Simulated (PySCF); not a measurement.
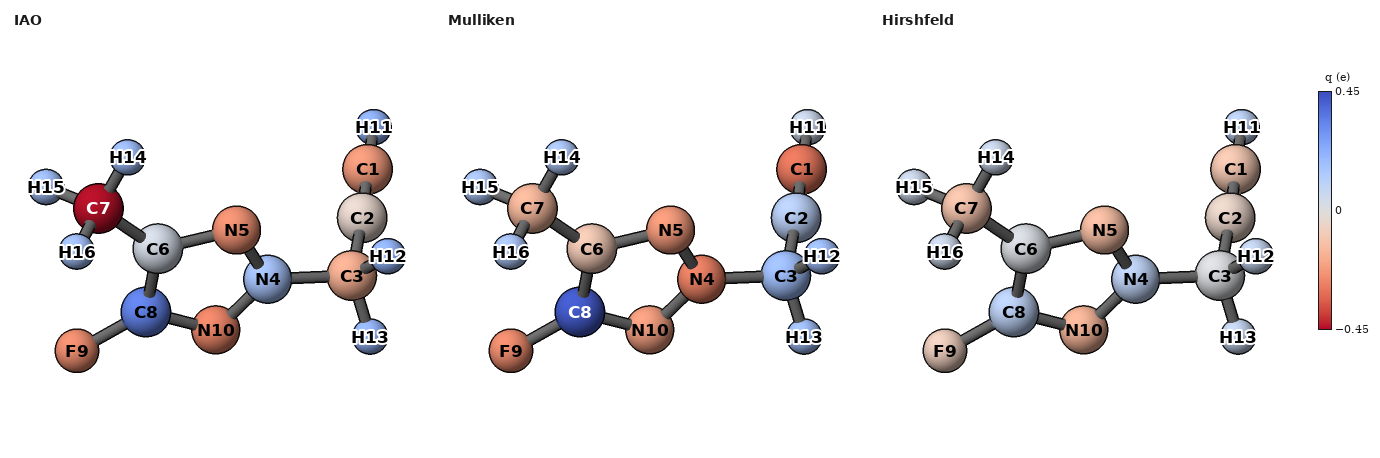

Atomic charges of one calculation by 3 schemes, on one colour scale. Computed geometry: GFN2-xTB optimisation. No frequency run is at hand to confirm it as a minimum. Method: PBE0/pcSseg-1 (PySCF 2.14.0).

> On which atom do the schemes disagree most?

On N4 (from −0.27 to 0.15 e).

List the charges (e), one line for each set of equivalent atoms.

```tsv
atom	IAO	Mulliken	Hirshfeld
C1	−0.22	−0.29	−0.10
C2	−0.04	0.10	−0.05
C3	−0.17	0.17	0.01
N4	0.15	−0.27	0.09
N5	−0.24	−0.22	−0.13
C6	0.03	−0.09	0.01
C7	−0.44	−0.15	−0.11
C8	0.33	0.41	0.10
F9	−0.25	−0.25	−0.07
N10	−0.26	−0.21	−0.15
H11	0.21	0.05	0.10
H12	0.20	0.17	0.07
H13	0.20	0.17	0.07
H14	0.17	0.14	0.06
H15	0.16	0.14	0.05
H16	0.16	0.14	0.05
```
